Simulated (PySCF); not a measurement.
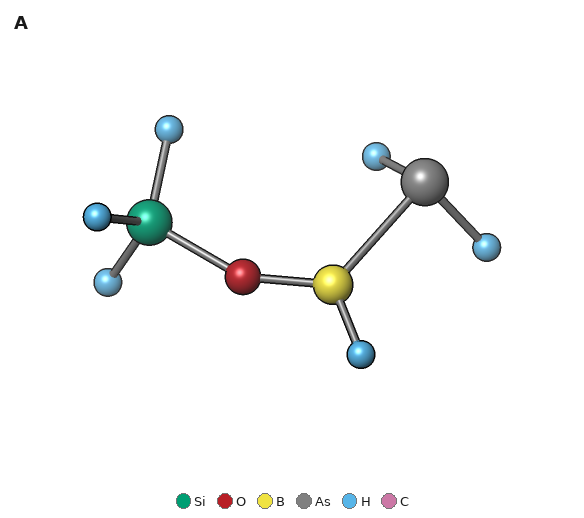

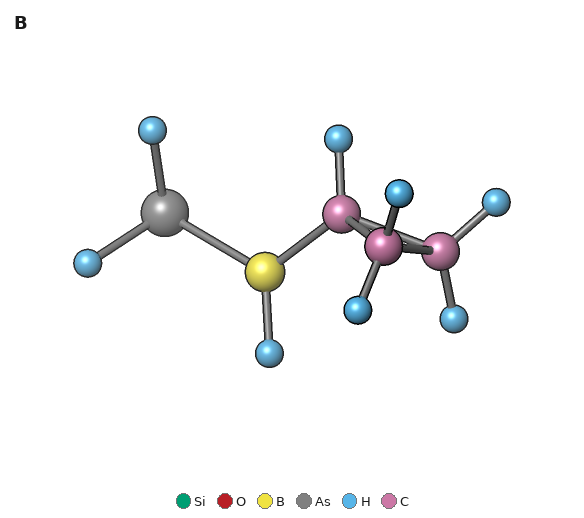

Two related species, optimised with GFN2-xTB; properties computed with PySCF 2.14.0. Both: charge 0, singlet.

What are A and B?

A is AsBH6OSi ([SiH3]OB[AsH2]), B is C3H8AsB ([AsH2]BC1CC1).

Compare them. With CAM-B3LYP/def2-SVPD: dipole moment (D), HOMO–LUMO gap (eV), HOMO energy (Kohn–Sham orbital) (eV), lowest vertical singlet excitation (eV), mean static polarisability (bohr³). With GFN2-xTB: mean B–As length (Å), mean B–H length (Å).

| quantity | A | B |
| --- | --- | --- |
| dipole moment (D) | 1.51 | 1.54 |
| HOMO–LUMO gap (eV) | 8.64 | 8.21 |
| HOMO energy (Kohn–Sham orbital) (eV) | −8.28 | −8.41 |
| lowest vertical singlet excitation (eV) | 4.95 | 4.78 |
| mean static polarisability (bohr³) | 75.8 | 82.3 |
| mean B–As length (Å) | 2.038 | 2.001 |
| mean B–H length (Å) | 1.186 | 1.176 |

Each is one conformer, and no frequency run is at hand to confirm it as a minimum.

The geometry is semi-empirical. Around As, B, Si such bond lengths and angles can be off by a tenth of an ångström or more and by several degrees, and values that hang on the shape move with them.
